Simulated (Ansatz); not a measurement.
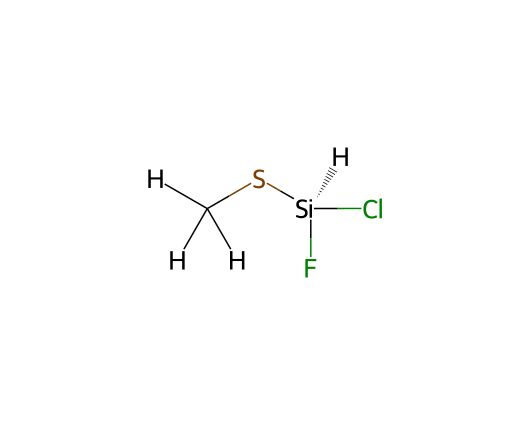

The computed structure is the end point of a PBE0-D4/def2-TZVP optimisation. Level of theory: RKS PBE0-D4/def2-TZVPP (Ansatz 0.2.0).

Computed properties:

The species is CH₄ClFSSi (`CS[Si@H](F)Cl`).
- HOMO energy (Kohn–Sham orbital): −7.56 eV
- LUMO energy (Kohn–Sham orbital): −0.27 eV
- HOMO–LUMO gap: 7.29 eV
- dispersion correction: −21.2 kJ/mol
